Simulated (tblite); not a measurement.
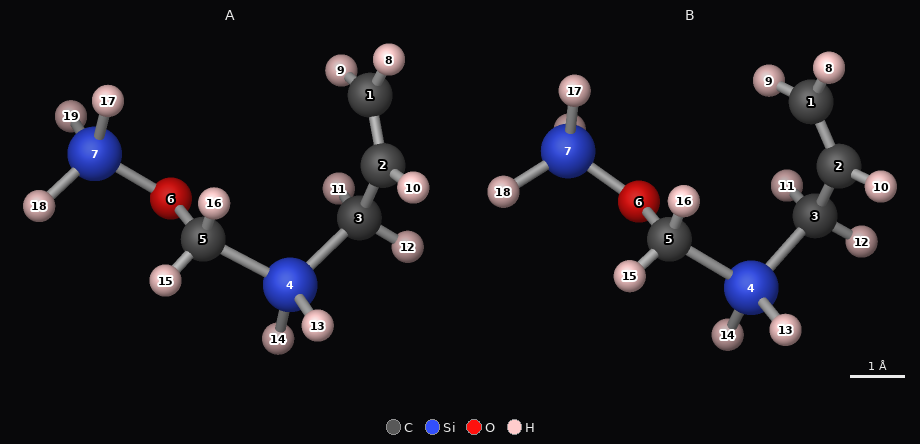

Two geometries of C4H12OSi2, drawn at one scale. One is the start of a relaxation, the other its converged end. Style: ball-and-stick. Shown face on.

Computed with GFN2-xTB geometry optimisation, gas phase (tblite). 

### Which geometry has the lower energy?

Structure B is the relaxed one. The atom that moves furthest after the best rigid fit is H19 (0.80 Å). Largest moves by element: H 0.80 Å, C 0.40 Å, O 0.29 Å, Si 0.27 Å. Among the contacts that change: O6–Si7 1.671 → 1.617 Å, C3–Si4 1.874 → 1.912 Å, C2–C3 1.526 → 1.489 Å, Si7–H19 1.489 → 1.454 Å. Bond angles that change, for instance: Si4–C5–O6 115.9° → 105.6°, O6–Si7–H19 109.3° → 99.1°, C5–O6–Si7 119.0° → 128.9°. The energy falls by 27.1 kJ/mol in 107 geometry steps.
